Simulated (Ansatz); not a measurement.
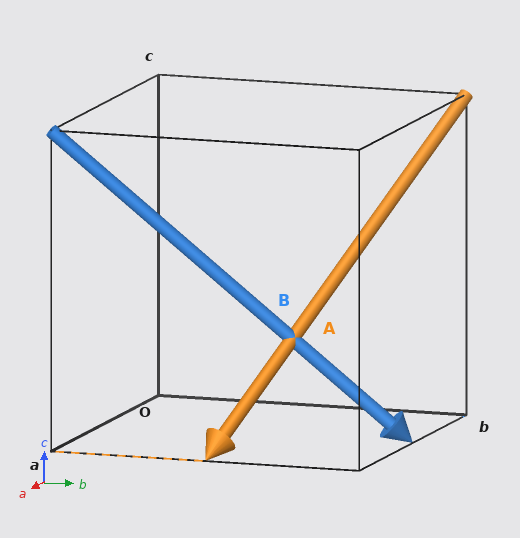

Crystal: Si2Ni, the input geometry of an electronic-structure calculation (not necessarily at equilibrium). Each arrow starts at a corner of the unit cell and ends on its surface; where a tip isn't a corner, dashed lines run from it parallel to the axes. All values are computed from the atomic coordinates in the standard setting (tolerance 0.002 Å).

a = 5.406 Å, b = 5.406 Å, c = 5.406 Å, α = 90.00°, β = 90.00°, γ = 90.00°.

Index the directions.

Arrow A runs from (0, 1, 1) to (1, 1/2, 0), so [2 −1 −2]; Arrow B runs from (1, 0, 1) to (1/2, 1, 0), so [−1 2 −2].

How long is the vector ua + vb + wc in each case, and what angles do the directions make?

A 16.218 Å; B 16.218 Å. A–B: 90.0°.
